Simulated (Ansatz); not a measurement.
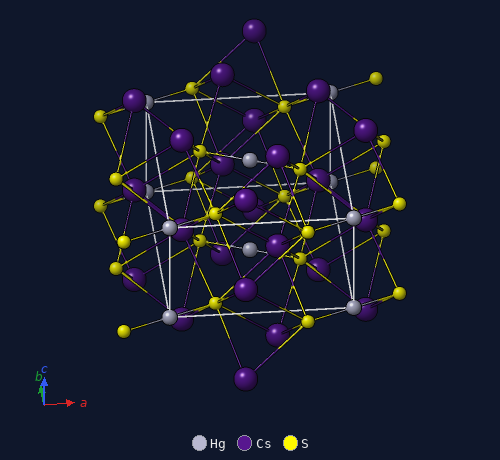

Cs₂HgS₂ (space group Pbam, No. 55): coordinates from a relaxation with DFT, PAW plane waves, pbe in Ansatz; the starting structure was generated, so it need not be a known form of this composition.

Bonds are taken as Cs–S below 4.2 Å and Hg–S below 2.6 Å. The graph is simplified in the usual way: terminal and isolated atoms are pruned, two-connected atoms become edges.

Q: What kind of net remains, and which atoms are its nodes?

A: A binodal (6,7)-connected, three-periodic net: Cs is a 6-connected node; S is a 7-connected node, in the ratio 1:1. Hg becomes part of the edges.

Q: Is the net interpenetrated?

A: It is a single net, without interpenetration.

Q: How many nodes does the smallest cycle have?

A: Four.
